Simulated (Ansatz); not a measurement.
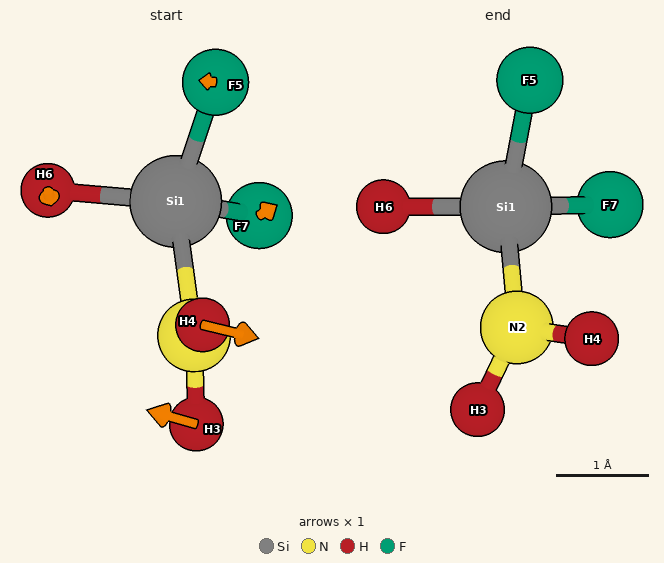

The structure of SiNH$_{3}$F$_{2}$ before (left) and after (right) a relaxation, at one scale. The orange arrows give the displacements, at their true length.

Style: ball-and-stick. Shown from a free direction.

The run prepares the start of a later molecular dynamics calculation, from a guessed geometry.

The calculation used RKS revPBE/def2-SVP in Ansatz 0.2.0.

Input file:
```yaml
crystal:
  periodic: [false, false, false]
  atoms:
    - { symbol: Si, position_ang: [0.0, 0.0, 0.0] }
    - { symbol: "N", position_ang: [0.0, 0.0, 1.82] }
    - { symbol: H, position_ang: [-0.877, -0.2713, 2.35] }
    - { symbol: H, position_ang: [0.877, 0.2713, 2.35] }
    - { symbol: F, position_ang: [1.4994, 0.0, -0.5295] }
    - { symbol: H, position_ang: [-0.6877, 1.1914, -0.4862] }
    - { symbol: F, position_ang: [-0.7489, -1.2974, -0.5295] }
basis:
  gaussian: { orbitals: def2-SVP }
hamiltonian:
  xc: revpbe
relax:
  f_tol: 0.02
  max_steps: 40
```

Command:
```bash
ansatz run input.yaml --threads 1 --pin off --max-ram 2048MiB --backend cpu --events-out ev --progress --plain --runs-dir out
```

**What changed between the two?**

The largest move after the best rigid fit is that of H4, 0.74 Å. By element the largest moves are H 0.74 Å, F 0.28 Å, N 0.15 Å, Si 0.07 Å. Some distances before and after: Si1–N2 1.820 → 1.716 Å, Si1–F7 1.589 → 1.641 Å, Si1–F5 1.590 → 1.634 Å, N2–H3 1.060 → 1.023 Å. Bond angles that change, for instance: H3–N2–H4 120.0° → 111.5°, N2–Si1–F7 109.5° → 114.9°, F5–Si1–F7 109.5° → 104.1°. Over 14 accepted moves (16 points after the start) the energy falls by 37.6 kJ/mol. Largest force component: 3.8 eV/Å at the start, 0.013 eV/Å at the end. The line search rejected the trial steps at points 7, 11 of the run.
